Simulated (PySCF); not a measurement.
# NMR shielding calculation, with input and output: C₁₁H₁₆OSi

The run: NMR shielding calculation of C₁₁H₁₆OSi. Method and program: GIAO PBE0/pcSseg-1 NMR shielding, non-relativistic, gas phase (PySCF 2.14.0).

The geometry comes from this level: PBE0-D3(BJ)/def2-SVP. Figures and captions count atoms from 1; the log counts them from 0 in places.

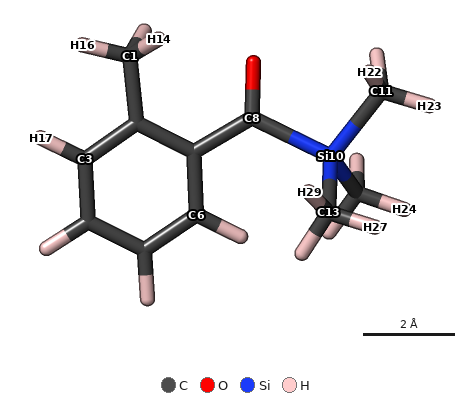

Fig. 1: The structure as given in the input (stick view, seen on its broad side; atoms are numbered from 1 in the order of the input).

### Results in brief

- outcome: converged
- total energy: −792.762285 hartree
- HOMO: −6.48 eV
- LUMO: −1.70 eV
- dipole moment: 2.34 D
- isotropic shielding, C: −57.6 to 187.2 ppm
- isotropic shielding, O: −494.3 ppm
- isotropic shielding, Si: 360.8 ppm
- isotropic shielding, H: 23.4 to 31.4 ppm
- hardware: 8 threads of Intel Xeon (Granite Rapids), 128 GiB of memory available, shared host
- wall time: 57 s (CPU time 2.7 min)
- peak memory: 4.6 GiB

### Input
```
{"job": {"kind": "nmr", "xc": "PBE0", "basis": "pcSseg-1", "pop": false}, "charge": 0, "multiplicity": 1}
C      2.379801     2.092255     0.180774
C      2.172287     0.607907     0.149792
C      3.287419    -0.236438     0.184017
C      3.165006    -1.624212     0.176911
C      1.903611    -2.212175     0.125553
C      0.783464    -1.391968     0.069098
C      0.890779     0.005982     0.084402
C     -0.366226     0.806735     0.037734
O     -0.377405     1.992999     0.325949
Si    -2.095100     0.070088    -0.502215
C     -3.145003     1.589377    -0.815094
C     -2.827305    -0.939566     0.911228
C     -1.965245    -0.963861    -2.072710
H      1.819625     2.600417    -0.616610
H      2.004112     2.524341     1.119569
H      3.448322     2.329975     0.079949
H      4.282997     0.214121     0.221123
H      4.061942    -2.247622     0.210592
H      1.794274    -3.298757     0.124044
H     -0.208311    -1.847041     0.027965
H     -3.077161     2.273963     0.043056
H     -2.787409     2.135700    -1.701408
H     -4.200404     1.320225    -0.977401
H     -3.858369    -1.241468     0.665328
H     -2.863569    -0.339527     1.833950
H     -2.252186    -1.853018     1.125799
H     -2.973424    -1.209865    -2.444228
H     -1.422787    -1.908495    -1.921191
H     -1.445305    -0.402430    -2.864925
```

The first line tells a small driver script what to run in PySCF; the rest is the geometry in Å.

### What the program printed
```
coarse grid: 24576 points
cycle   1  E = -792.4892675918  dE =  1.649e+00  |g| = 9.102e-01  |ddm| = 5.166e+00
cycle   2  E = -792.0666252581  dE =  4.226e-01  |g| = 1.712e+00  |ddm| = 3.156e+00
cycle   3  E = -792.6518984787  dE = -5.853e-01  |g| = 3.130e-01  |ddm| = 2.599e+00
cycle   4  E = -792.6739778581  dE = -2.208e-02  |g| = 5.896e-02  |ddm| = 3.870e-01
cycle   5  E = -792.6746305328  dE = -6.527e-04  |g| = 2.531e-02  |ddm| = 8.080e-02
cycle   6  E = -792.6747850663  dE = -1.545e-04  |g| = 7.808e-03  |ddm| = 3.042e-02
cycle   7  E = -792.6748004186  dE = -1.535e-05  |g| = 2.588e-03  |ddm| = 1.124e-02
cycle   8  E = -792.6748020646  dE = -1.646e-06  |g| = 5.758e-04  |ddm| = 3.724e-03
final grid: 232376 points
cycle   9  E = -792.7622422592  dE = -4.708e-05  |g| = 1.361e-02  |ddm| = 6.879e-02
cycle  10  E = -792.7621721563  dE =  7.010e-05  |g| = 2.331e-02  |ddm| = 3.666e-02
cycle  11  E = -792.7622805725  dE = -1.084e-04  |g| = 4.453e-03  |ddm| = 2.676e-02
cycle  12  E = -792.7622846064  dE = -4.034e-06  |g| = 3.650e-04  |ddm| = 4.416e-03
cycle  13  E = -792.7622846255  dE = -1.909e-08  |g| = 2.438e-04  |ddm| = 7.426e-04
cycle  14  E = -792.7622846416  dE = -1.609e-08  |g| = 5.414e-05  |ddm| = 3.354e-04
cycle  15  E = -792.7622846423  dE = -6.869e-10  |g| = 2.044e-05  |ddm| = 7.169e-05
```

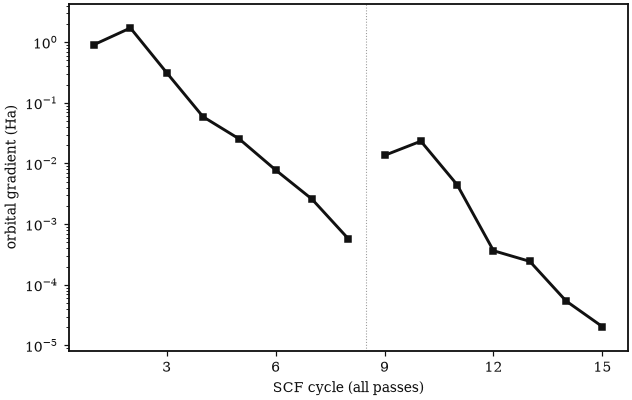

Fig. 2: Convergence of the self-consistent field: orbital gradient against the SCF cycle. The dotted line marks the change from a coarse to the final integration grid. The first 8 cycles use a coarse grid, the final grid takes over at cycle 9, and the field converges after 15 cycles in all.

```
converged SCF energy = -792.7622846423

GIAO shielding tensors (ppm)
atom      isotropic    diamagn.    paramagn.     s11        s22        s33       span
  0 C      158.582     244.482     -85.900    146.133    152.205    177.407     31.274
  1 C       38.962     258.331    -219.370    -47.408    -10.260    174.552    221.960
  2 C       46.575     252.951    -206.376    -57.896     45.995    151.626    209.521
  3 C       47.059     256.435    -209.376    -63.752     31.814    173.114    236.866
  4 C       54.337     254.005    -199.668    -54.813     42.553    175.271    230.084
  5 C       43.703     259.251    -215.547    -56.348     15.922    171.536    227.883
  6 C       43.291     264.376    -221.085    -41.407     13.874    157.406    198.813
  7 C      -57.608     253.527    -311.135   -170.974    -84.669     82.819    253.793
  8 O     -494.278     404.935    -899.213  -1413.851   -439.820    370.838   1784.690
  9 Si     360.757     883.863    -523.106    334.025    345.130    403.116     69.091
 10 C      187.215     254.975     -67.760    184.529    186.400    190.718      6.189
 11 C      183.660     255.993     -72.333    176.635    185.637    188.709     12.073
 12 C      183.974     256.064     -72.091    177.197    185.426    189.298     12.102
 13 H       28.500      30.701      -2.201     23.423     29.058     33.020      9.598
 14 H       28.103      29.678      -1.575     22.854     27.431     34.025     11.171
 15 H       29.276      28.210       1.066     23.724     29.210     34.894     11.170
 16 H       23.916      31.497      -7.581     20.186     23.557     28.005      7.819
 17 H       23.804      28.885      -5.080     20.352     24.490     26.571      6.218
 18 H       23.791      31.586      -7.796     20.193     23.940     27.239      7.046
 19 H       23.351      38.613     -15.262     19.722     21.357     28.974      9.252
 20 H       30.370      31.699      -1.329     25.870     27.752     37.487     11.618
 21 H       31.174      31.374      -0.200     27.360     28.309     37.852     10.491
 22 H       31.430      28.279       3.152     26.876     29.151     38.264     11.388
 23 H       30.964      28.932       2.032     26.812     28.197     37.882     11.069
 24 H       30.778      32.136      -1.358     26.791     28.435     37.108     10.317
 25 H       30.793      33.764      -2.971     25.558     29.456     37.366     11.808
 26 H       30.979      28.994       1.985     26.418     28.473     38.045     11.627
 27 H       30.816      33.885      -3.069     25.666     29.465     37.316     11.650
 28 H       31.009      32.651      -1.642     27.664     28.370     36.994      9.330
```

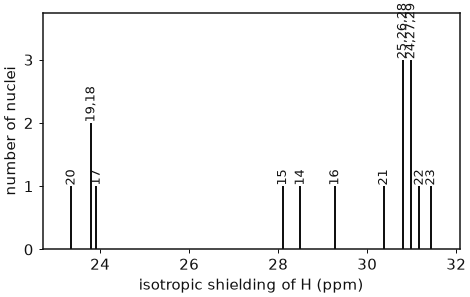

Fig. 3: Isotropic shieldings of the hydrogen nuclei in this fixed geometry, labelled by atom number; shielding grows to the right, so chemical shift grows to the left. The least shielded is H20 (23.4 ppm), the most shielded H23 (31.4 ppm).
